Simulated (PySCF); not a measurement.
# Run report: Yb²⁺, atomic calculation

Yb²⁺, configuration 1s2 2s2 2p6 3s2 3p6 3d10 4s2 4p6 4d10 4f13 5s2 5p6 6s1, multiplicity 3. Computed at this level: unrestricted HF, ANO-RCC-VTZP, spin-free X2C-1e, Gaussian nucleus (PySCF).

### Output (extracts)
```
damping factor = 0
level_shift factor = 0
DIIS = <class 'pyscf.scf.diis.CDIIS'>
diis_start_cycle = 1
diis_space = 10
diis_damp = 0
SCF conv_tol = 1e-09
SCF conv_tol_grad = None
number electrons alpha = 35  beta = 33
cycle= 1 E= -14053.4284101277  delta_E= -0.00503  |g|= 0.019  |ddm|= 0.0348
cycle= 2 E= -14053.4284528316  delta_E= -4.27e-05  |g|= 0.00255  |ddm|= 0.00631
cycle= 3 E= -14053.4284623091  delta_E= -9.48e-06  |g|= 0.00166  |ddm|= 0.00521
cycle= 4 E= -14053.4284665083  delta_E= -4.2e-06  |g|= 0.00127  |ddm|= 0.00297
cycle= 5 E= -14053.4284727592  delta_E= -6.25e-06  |g|= 0.000743  |ddm|= 0.00546
cycle= 6 E= -14053.4284800767  delta_E= -7.32e-06  |g|= 0.000248  |ddm|= 0.0114
cycle= 7 E= -14053.4284809634  delta_E= -8.87e-07  |g|= 2.41e-05  |ddm|= 0.00535
cycle= 8 E= -14053.4284809652  delta_E= -1.8e-09  |g|= 3.98e-06  |ddm|= 0.000227
cycle= 9 E= -14053.4284809652  delta_E= -1.46e-11  |g|= 1.07e-06  |ddm|= 1.19e-05
converged SCF energy = -14053.4284809652  <S^2> = 2.0007138  2S+1 = 3.0004758
```

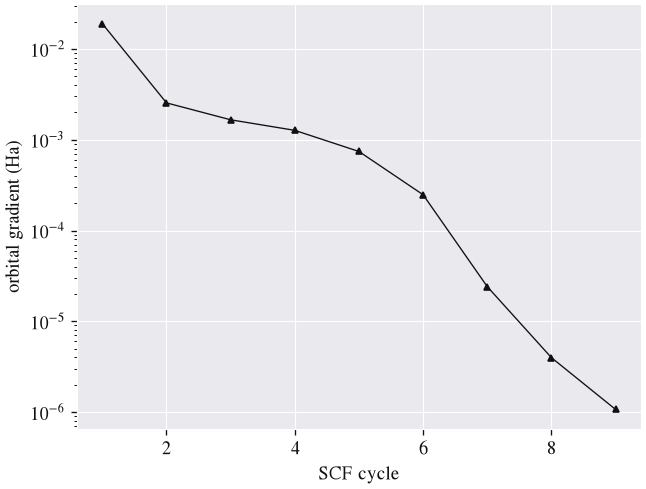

Convergence: orbital gradient against the SCF cycle. The residual falls at every step. It goes from 0.019 to 1.1×10⁻⁶ in 9 steps.

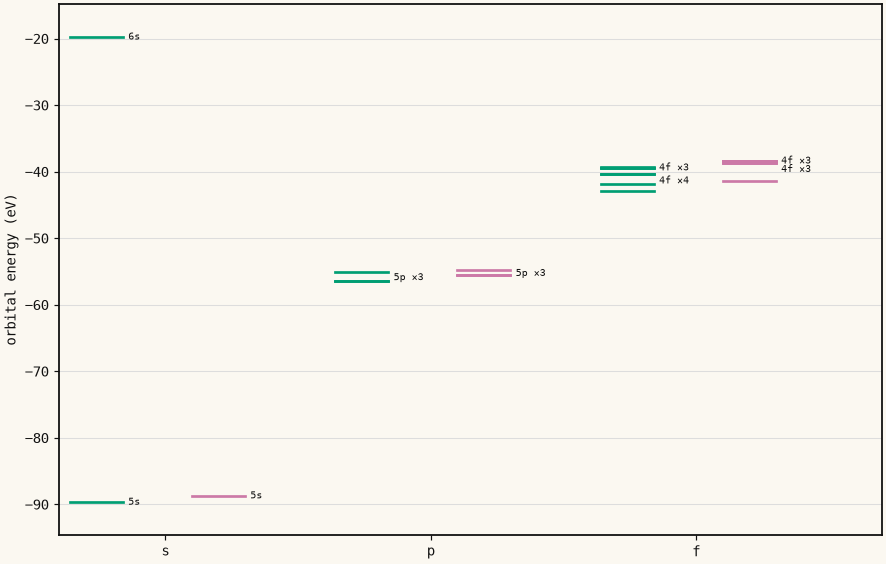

Orbital energies of the mean field, from the top down to −89.7 eV, by angular momentum, α spin at the left of each column and β at the right; ×n counts the orbitals under one label. The highest filled orbital is 6s α at −19.7 eV, the lowest empty one s β at −12.4 eV.

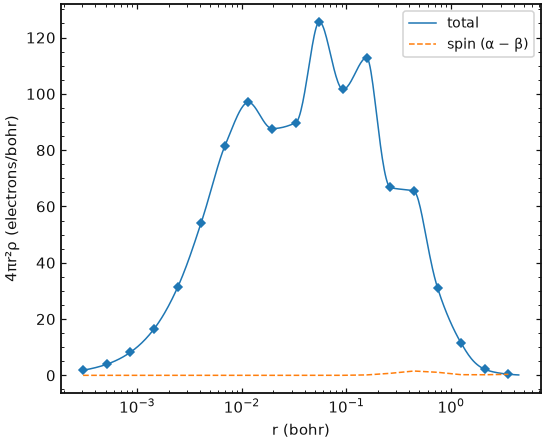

Spherically averaged radial density 4πr²ρ of the mean field and its spin part; markers are the stored points, which are sparse, and the line is a monotone interpolation between them. The largest stored value is 126 electrons/bohr at r = 0.055 bohr. Root-mean-square radii of the shells: 4p 0.552, 4d 0.604, 4f 0.817, 5s 1.28, 5p 1.50, 6s 3.51 bohr.

### Input
```python
from pyscf import gto, scf, dft, mp, cc
import basis_set_exchange as bse
mol = gto.M(atom="Yb 0 0 0", charge=2, spin=2, symmetry="D2h",
            basis=gto.basis.parse(bse.get_basis("ANO-RCC-VTZP", elements=["Yb"], fmt="nwchem", header=False)),
            nucmod="G")
mf = scf.UHF(mol).sfx2c1e()
mf.irrep_nelec = {'Ag': (10, 9), 'B1g': (2, 2), 'B2g': (2, 2), 'B3g': (2, 2), 'Au': (1, 1), 'B1u': (6, 6), 'B2u': (6, 6), 'B3u': (6, 5)}
mf.kernel()
```

The script is an equivalent of what the driver set up; the driver started from orbitals of its own, so the log can be shorter than this script's would be, and it computed the properties (radii, ⟨L²⟩, response) afterwards. It held the occupations shell by shell, which the script's counts by irreducible representation don't always enforce.

Launched within a batch (the task file carries these settings):
```bash
OMP_NUM_THREADS=1 python <driver script> TASK.json OUT
```

### Results in brief

| quantity | value |
| --- | --- |
| outcome | converged |
| total energy | −14053.4285 hartree |
| ⟨S²⟩ | 2.001 |
| ⟨L²⟩ | 12.02 |
| SCF iterations | 9 |
| hardware | 1 thread of Arm Neoverse N1, 15 GiB of memory available, shared host |
| wall time | 9.6 s |

### Notes

Radii and densities are those of the two-component orbitals, without the picture-change correction, so the innermost s shells come out slightly too small (about 1 % for 1s near Z = 40, more for heavier atoms). This is not the ground configuration of the species.
